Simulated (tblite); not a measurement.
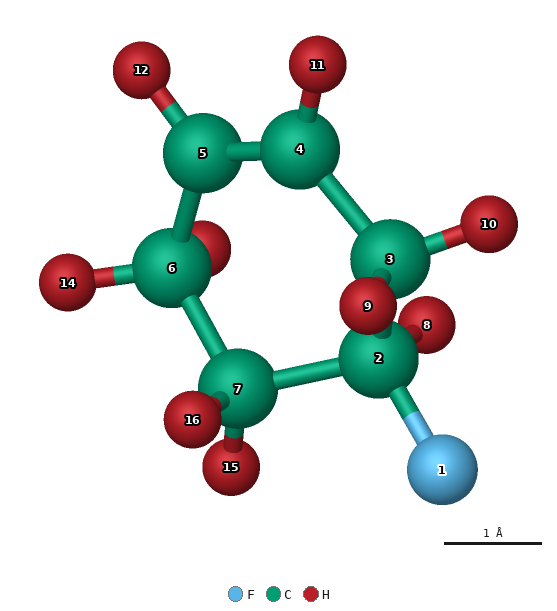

*The structure (ball-and-stick view, seen at a tilt; atoms are numbered from 1 in the order of the input).*

Bond lengths as drawn: C–C 1.32 to 1.53 Å, C–F 1.39 Å and C–H 1.08 to 1.10 Å.

# Run report: C6H9F, relaxed scan

System: C6H9F.
Method: GFN2-xTB relaxed scan under a harmonic restraint, gas phase (tblite 0.8.0).

The program's output
```
point  coordinate     E/eV
  0     51.000     -602.94124
  1     37.000     -602.82448
  2     22.500     -602.70016
  3      7.500     -602.61977
  4     -7.500     -602.62456
  5    -22.400     -602.70857
  6    -36.800     -602.82514
  7    -50.700     -602.91923
  8    -64.000     -602.94226
```

The run was set up as follows.

Input file
```
{"job": {"xc": "GFN2-xTB", "basis": "xTB", "coordinate": [["t", [5, 6, 1, 2], 1.0]], "kind": "drive"}, "charge": 0, "multiplicity": 1}
F      1.069304     2.356743     0.081478
C      0.488853     1.131383     0.367384
C      1.485949     0.018969     0.067973
C      0.810897    -1.318187     0.077363
C     -0.501026    -1.477878     0.028916
C     -1.470544    -0.338197    -0.047163
C     -0.774503     0.954980    -0.463081
H      0.244455     1.161201     1.437248
H      1.930119     0.201631    -0.916187
H      2.299632     0.035189     0.796846
H      1.468559    -2.174717     0.119491
H     -0.933133    -2.468320     0.052097
H     -1.944291    -0.209510     0.931996
H     -2.264364    -0.578169    -0.758035
H     -1.432677     1.813756    -0.322142
H     -0.496362     0.907191    -1.517582
```

The first line tells a small driver script what to run in tblite; the rest is the geometry in Å.

Launch command:
```bash
OMP_NUM_THREADS=1 python <driver script> task.json out
```

Key numbers

```json
{"quantity": "outcome", "value": "converged"}
{"quantity": "hardware", "value": "1 CPU thread, shared host"}
{"quantity": "wall time", "value": "1.2 s"}
{"quantity": "peak memory", "value": "0.19 GiB"}
```
